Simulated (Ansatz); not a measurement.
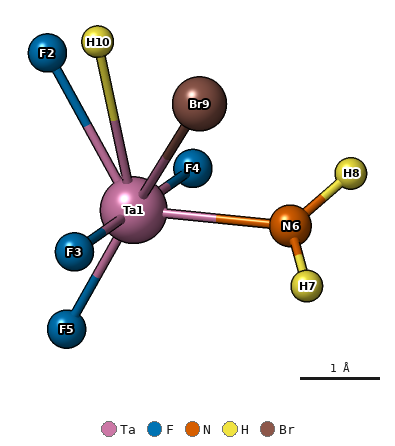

Figure 1. The starting structure (ball-and-stick view, seen at a tilt; atoms are numbered from 1 in the order of the input). Sticks mark near contacts. Bond lengths as drawn: Br–Ta 2.95 Å, F–Ta 1.93 to 2.28 Å, H–N 1.06 Å, H–Ta 2.51 Å and N–Ta 2.16 Å.

**Run report: TaNH₃BrF₄, geometry relaxation (part 1 of 2)**

- system: TaNH₃BrF₄
- method: RHF/def2-SVP (Ansatz 0.2.0)

The input holds or restrains some coordinates. It belongs to a series of runs on one base structure; here: pulled along the bonds that form and break, towards end B. Figures and captions count atoms from 1; the log counts them from 0 in places.

Input file
```yaml
crystal:
  periodic: [false, false, false]
  atoms:
    - { symbol: Ta, position_ang: [0.0, 0.0, 0.0] }
    - { symbol: F, position_ang: [2.28, 0.0, 0.0] }
    - { symbol: F, position_ang: [0.0, 0.0, 1.93] }
    - { symbol: F, position_ang: [0.0, 0.0, -1.93] }
    - { symbol: F, position_ang: [-0.965, 1.6714, 0.0] }
    - { symbol: "N", position_ang: [-1.08, -1.8706, 0.0] }
    - { symbol: H, position_ang: [-1.8056, -2.0636, 0.7482] }
    - { symbol: H, position_ang: [-0.8844, -2.5955, -0.7482] }
    - { symbol: Br, position_ang: [0.9302, -2.3695, 1.4909] }
    - { symbol: H, position_ang: [2.1654, -1.0753, 0.6766] }
basis:
  gaussian: { orbitals: def2-SVP }
hamiltonian:
  xc: hf
relax:
  f_tol: 0.15
  max_steps: 25
  restrain:
    - { distance: [0, 8], at: 2.65, k: 30.0 }
    - { distance: [9, 1], at: 0.92, k: 30.0 }
    - { distance: [0, 1], at: 3.13, k: 30.0 }
    - { distance: [9, 8], at: 2.75, k: 30.0 }
output:
  orbitals: {}
```

Launched with:
```bash
ansatz run input.yaml --threads 4 --pin off --max-ram 5120MiB --backend cpu --events-out ev --progress --plain --runs-dir out
```

The program's output
```
The last accepted step is kept in [file] (removed where the run ends without a failure and the disk answers)
Engine: ansatz 0.2.0, x86_64-unknown-linux-gnu
Functional definition: HF
  exchange = exact_x
  correlation = 0
1555 factors; integrals over basis functions are off by at most 3.0e-4 eV
mean field evaluation 1: about -83859.1911 eV, gradient 7.1e1 eV
mean field evaluation 2: about -83859.3636 eV, gradient 7.1e1 eV
mean field evaluation 4: about -83869.7117 eV, gradient 9.9e0 eV
mean field evaluation 8: about -83869.9859 eV, gradient 1.0e0 eV
mean field -83869.99654891 eV, -3082.1655240469 hartree, gradient 7.0e-5 eV, S^2 0.000000; 0 other end points of the search recorded, 0 dependent functions left out
the calculation of the forces begins
reference -83869.99654891 eV, -3082.1655240469 hartree; 47, 47 occupied and 102, 102 virtual orbitals, 1555 factors
relax step   1: F+E_penalty+E_count = -83869.99654891 eV  Δ(F+E_penalty+E_count) = +0.000e0 eV  max|allowed force component| = 5.023e0 eV/Å  E_restraint = 23.31275848 eV  max|allowed force component, restraints' pulls added| = 2.499e1 eV/Å  Δτ_max = 0.0000 Å  (48 SCF iters, accepted)
  distance Ta 0 - Br 8 = 2.9500 Å
  distance H 9 - F 1 = 1.2756 Å
  distance Ta 0 - F 1 = 2.2800 Å
  distance H 9 - Br 8 = 1.9656 Å
these checks for a lower state are left out or cut short: starts, cluster_reference, orbital_swaps, neighbouring_geometries, increment
1555 factors; integrals over basis functions are off by at most 6.5e-4 eV
mean field evaluation 16: about -83868.7158 eV, gradient 1.9e2 eV
mean field -83871.02012313 eV, -3082.2031397059 hartree, gradient 2.4e-5 eV, S^2 0.000000; 0 other end points of the search recorded, 0 dependent functions left out
[... from here on the field's lines of each further geometry are left out, up to the last ...]
relax step   2: F+E_penalty+E_count = -83871.02012313 eV  Δ(F+E_penalty+E_count) = -1.024e0 eV  max|allowed force component| = 3.938e0 eV/Å  E_restraint = 9.41394023 eV  max|allowed force component, restraints' pulls added| = 1.724e1 eV/Å  Δτ_max = 0.1974 Å  (52 SCF iters, accepted)
relax step   3: F+E_penalty+E_count = -83871.55685128 eV  Δ(F+E_penalty+E_count) = -5.367e-1 eV  max|allowed force component| = 4.179e0 eV/Å  E_restraint = 2.74934311 eV  max|allowed force component, restraints' pulls added| = 8.431e0 eV/Å  Δτ_max = 0.1953 Å  (51 SCF iters, accepted)
relax step   4: F+E_penalty+E_count = -83872.58489659 eV  Δ(F+E_penalty+E_count) = -1.028e0 eV  max|allowed force component| = 2.555e0 eV/Å  E_restraint = 0.49880171 eV  max|allowed force component, restraints' pulls added| = 2.985e0 eV/Å  Δτ_max = 0.1974 Å  (48 SCF iters, accepted)
relax step   5: F+E_penalty+E_count = -83873.57054837 eV  Δ(F+E_penalty+E_count) = -9.857e-1 eV  max|allowed force component| = 1.395e0 eV/Å  E_restraint = 0.04297645 eV  max|allowed force component, restraints' pulls added| = 1.200e0 eV/Å  Δτ_max = 0.1947 Å  (46 SCF iters, accepted)
relax step   6: F+E_penalty+E_count = -83874.28946118 eV  Δ(F+E_penalty+E_count) = -7.189e-1 eV  max|allowed force component| = 7.801e-1 eV/Å  E_restraint = 0.00891153 eV  max|allowed force component, restraints' pulls added| = 9.444e-1 eV/Å  Δτ_max = 0.1950 Å  (41 SCF iters, accepted)
relax step   7: F+E_penalty+E_count = -83874.72430061 eV  Δ(F+E_penalty+E_count) = -4.348e-1 eV  max|allowed force component| = 5.555e-1 eV/Å  E_restraint = 0.00089700 eV  max|allowed force component, restraints' pulls added| = 5.940e-1 eV/Å  Δτ_max = 0.1967 Å  (40 SCF iters, accepted)
relax step   8: F+E_penalty+E_count = -83875.00926220 eV  Δ(F+E_penalty+E_count) = -2.850e-1 eV  max|allowed force component| = 6.173e-1 eV/Å  E_restraint = 0.00164952 eV  max|allowed force component, restraints' pulls added| = 5.003e-1 eV/Å  Δτ_max = 0.2000 Å  (40 SCF iters, accepted)
relax step   9: F+E_penalty+E_count = -83875.20193022 eV  Δ(F+E_penalty+E_count) = -1.927e-1 eV  max|allowed force component| = 4.767e-1 eV/Å  E_restraint = 0.00416090 eV  max|allowed force component, restraints' pulls added| = 4.767e-1 eV/Å  Δτ_max = 0.2000 Å  (40 SCF iters, accepted)
relax step  10: F+E_penalty+E_count = -83875.34252108 eV  Δ(F+E_penalty+E_count) = -1.406e-1 eV  max|allowed force component| = 6.780e-1 eV/Å  E_restraint = 0.00565396 eV  max|allowed force component, restraints' pulls added| = 2.998e-1 eV/Å  Δτ_max = 0.1997 Å  (39 SCF iters, accepted)
relax step  11: F+E_penalty+E_count = -83875.42929176 eV  Δ(F+E_penalty+E_count) = -8.677e-2 eV  max|allowed force component| = 7.622e-1 eV/Å  E_restraint = 0.00976347 eV  max|allowed force component, restraints' pulls added| = 3.091e-1 eV/Å  Δτ_max = 0.2000 Å  (39 SCF iters, accepted)
relax step  12: F+E_penalty+E_count = -83875.45839204 eV  Δ(F+E_penalty+E_count) = -2.910e-2 eV  max|allowed force component| = 9.879e-1 eV/Å  E_restraint = 0.00914285 eV  max|allowed force component, restraints' pulls added| = 4.399e-1 eV/Å  Δτ_max = 0.1980 Å  (38 SCF iters, accepted)
relax step  13: F+E_penalty+E_count = -83875.48120714 eV  Δ(F+E_penalty+E_count) = -2.282e-2 eV  max|allowed force component| = 8.687e-1 eV/Å  E_restraint = 0.01286909 eV  max|allowed force component, restraints' pulls added| = 3.425e-1 eV/Å  Δτ_max = 0.0909 Å  (41 SCF iters, accepted)
relax step  14: F+E_penalty+E_count = -83875.48197377 eV  Δ(F+E_penalty+E_count) = -7.666e-4 eV  max|allowed force component| = 1.069e0 eV/Å  E_restraint = 0.01426070 eV  max|allowed force component, restraints' pulls added| = 3.734e-1 eV/Å  Δτ_max = 0.0609 Å  (40 SCF iters, rejected (line search))
relax step  15: F+E_penalty+E_count = -83875.48398209 eV  Δ(F+E_penalty+E_count) = -2.775e-3 eV  max|allowed force component| = 6.436e-1 eV/Å  E_restraint = 0.01450427 eV  max|allowed force component, restraints' pulls added| = 4.779e-1 eV/Å  Δτ_max = 0.0304 Å  (40 SCF iters, accepted)
the calculation of the forces begins
reference -83875.48782112 eV, -3082.3673245786 hartree; 47, 47 occupied and 102, 102 virtual orbitals, 1555 factors
relax step  16: F+E_penalty+E_count = -83875.48782112 eV  Δ(F+E_penalty+E_count) = -3.839e-3 eV  max|allowed force component| = 8.860e-1 eV/Å  E_restraint = 0.01467732 eV  max|allowed force component, restraints' pulls added| = 1.205e-1 eV/Å  Δτ_max = 0.0228 Å  (41 SCF iters, accepted)
  distance Ta 0 - Br 8 = 2.6212 Å
  distance H 9 - F 1 = 0.9125 Å
  distance Ta 0 - F 1 = 3.1205 Å
  distance H 9 - Br 8 = 2.7511 Å
1555 factors; integrals over basis functions are off by at most 9.1e-4 eV
mean field evaluation 160: about -83875.4878 eV, gradient 2.1e-5 eV
```

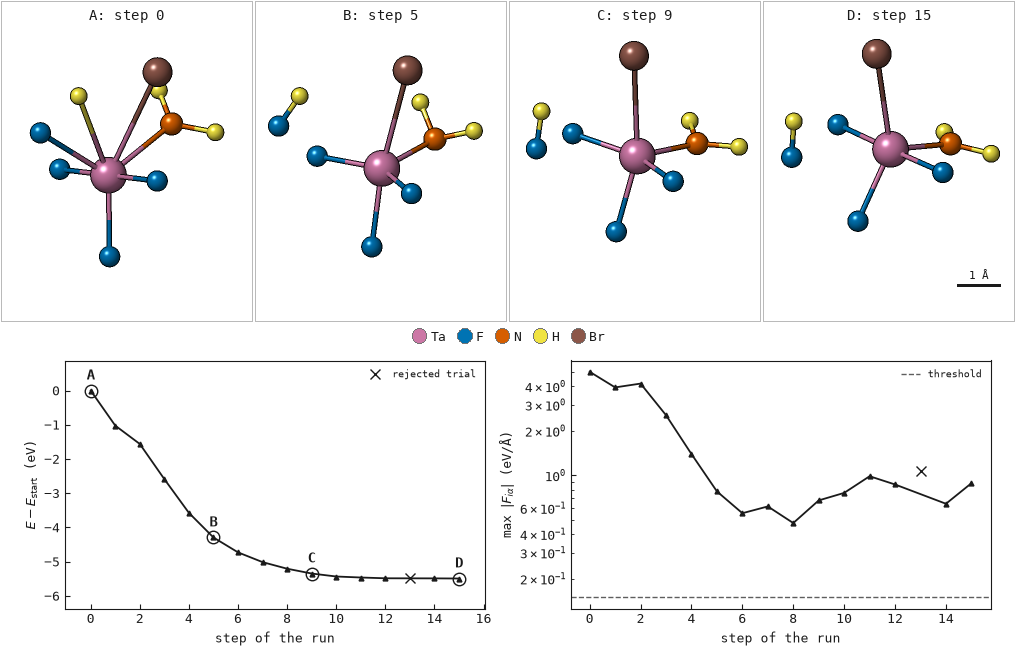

Figure 2. Frames of the restrained relaxation (ball-and-stick view, seen at a tilt) above the curves, on which the letters mark them (the first geometry is step 0 here and step 1 in the log).

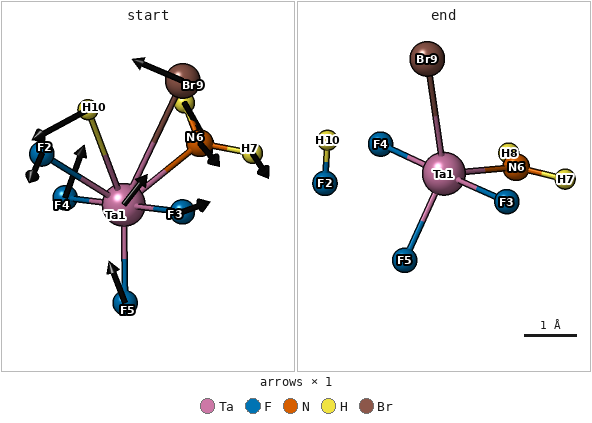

Figure 3. Before (left) and after (right) the restrained relaxation, at one scale (ball-and-stick view, seen at a tilt). The black arrows give the displacements, at true length. Over 15 geometry steps the energy falls by 5.491 eV. Largest force component: 5 eV/Å at the start, 0.89 eV/Å at the end. The line search rejected the trial step at point 13 (counted from 0) and went back. The largest move after the best rigid fit is that of H10, 1.49 Å. By element the largest moves are H 1.49 Å, F 1.13 Å, Br 1.10 Å, Ta 0.78 Å, N 0.72 Å. Among the contacts that change: Ta1–H10 2.511 → 3.384 Å, Ta1–F2 2.280 → 3.120 Å, F2–H10 1.276 → 0.913 Å, Ta1–Br9 2.950 → 2.621 Å. New bonds form: F2–H10 (1.28 → 0.91 Å). Bonds break: Ta1–F2 (2.28 → 3.12 Å). Among the angles that change: N6–Ta1–Br9 57.5° → 111.8°, F4–Ta1–Br9 120.4° → 89.7°, F3–Ta1–Br9 59.6° → 89.0°. (Atoms are counted from 1 in the order of the input.)

```
mean field -83875.48782112 eV, -3082.3673245786 hartree, gradient 1.4e-5 eV, S^2 0.000000; 1 other end points of the search recorded, 0 dependent functions left out
the calculation of the forces begins
reference -83875.48782112 eV, -3082.3673245786 hartree; 47, 47 occupied and 102, 102 virtual orbitals, 1555 factors
Total energy: -83875.48782112 eV, -3082.3673245786 hartree
Atom 0 at    -0.111001    -0.745027     0.172253 Å, force     0.886046    -0.393815     0.265062 eV/Å
Atom 1 at     2.640324     0.715022     0.361383 Å, force    -0.033010    -0.426736     0.101176 eV/Å
Atom 2 at    -0.448810    -0.381155     1.983587 Å, force    -0.022915     0.013769     0.025697 eV/Å
Atom 3 at     0.259885    -1.131387    -1.627463 Å, force     0.020676    -0.021669    -0.034238 eV/Å
Atom 4 at    -0.279086     1.062184    -0.235444 Å, force    -0.015763     0.021142    -0.002644 eV/Å
Atom 5 at    -1.798076    -1.653926     0.025763 Å, force    -0.005582     0.016410     0.027496 eV/Å
Atom 6 at    -2.456530    -1.732954     0.781924 Å, force    -0.003284    -0.008017     0.006227 eV/Å
Atom 7 at    -2.131501    -2.073984    -0.824560 Å, force    -0.013188    -0.011925    -0.024562 eV/Å
Atom 8 at     1.809369    -2.372415     0.903277 Å, force    -0.628182     0.488928    -0.248057 eV/Å
Atom 9 at     3.156026     0.010542     0.626779 Å, force    -0.184799     0.321913    -0.116157 eV/Å
Dipole moment:    -0.477732    -0.390370    -0.012554 e Å
```

Trajectory as extended XYZ (Å, eV, eV/Å), 16 frames, from step=1 to step=16
```
10
Properties=species:S:1:pos:R:3:forces:R:3 step=1 energy=-83869.99655
Ta    0.0000    0.0000    0.0000   -1.8812  -3.9664   0.7409
F     2.2800    0.0000    0.0000   -2.7951  -1.8830   1.1821
F     0.0000    0.0000    1.9300   -0.8697   2.3437  -1.8610
F     0.0000    0.0000   -1.9300    0.6667  -0.0547   1.9941
F    -0.9650    1.6714    0.0000    1.2798  -2.2038   0.1359
N    -1.0800   -1.8706    0.0000   -1.7930   4.1142  -2.0490
H    -1.8056   -2.0636    0.7482    1.7815   0.0099  -1.8122
H    -0.8844   -2.5955   -0.7482   -0.8274   1.5599   1.8045
Br    0.9302   -2.3695    1.4909    5.0229  -0.4248   0.0649
H     2.1654   -1.0753    0.6766   -0.5846   0.5051  -0.2002
10
Properties=species:S:1:pos:R:3:forces:R:3 step=2 energy=-83871.02012
Ta   -0.1578   -0.1114    0.0406   -0.1649  -2.1612  -0.6965
F     2.4347   -0.0292    0.0180   -2.2593  -3.9385   2.4732
F    -0.0159    0.0274    1.9223   -0.9624   2.0966  -0.8570
F     0.0051   -0.0042   -1.8992    0.6307  -0.3572   2.2630
F    -0.9527    1.6437    0.0025    0.4824  -1.8703   0.2489
N    -1.1142   -1.8329   -0.0283   -2.6705   2.7534  -1.5366
H    -1.7899   -2.0638    0.7329    1.2770  -0.2711  -1.3177
H    -0.8923   -2.5785   -0.7312   -0.7803   1.2024   1.3238
Br    0.8436   -2.4151    1.5173    3.4553  -0.8319   0.1089
H     2.2799   -0.9392    0.5926    0.9919   3.3779  -2.0100
10
Properties=species:S:1:pos:R:3:forces:R:3 step=3 energy=-83871.55685
Ta   -0.2640   -0.2054    0.0717    2.2818   1.9144  -1.1833
F     2.5646   -0.0680    0.0479   -0.6828   1.6237  -1.0531
F    -0.0319    0.0582    1.9179   -0.9226   1.8043  -0.3812
F     0.0159   -0.0139   -1.8619    0.5057  -0.6595   2.5071
F    -0.9518    1.6130    0.0077    0.0610  -1.9495   0.2471
N    -1.1654   -1.8068   -0.0521   -4.1794  -0.4283  -1.6927
H    -1.7804   -2.0737    0.7228    0.6021  -0.4988  -0.7460
H    -0.9055   -2.5645   -0.7156   -0.8089   0.9071   0.9214
Br    0.7624   -2.4364    1.5183    2.8316  -0.8160   0.0572
H     2.3968   -0.8058    0.5109    0.3115  -1.8974   1.3234
```
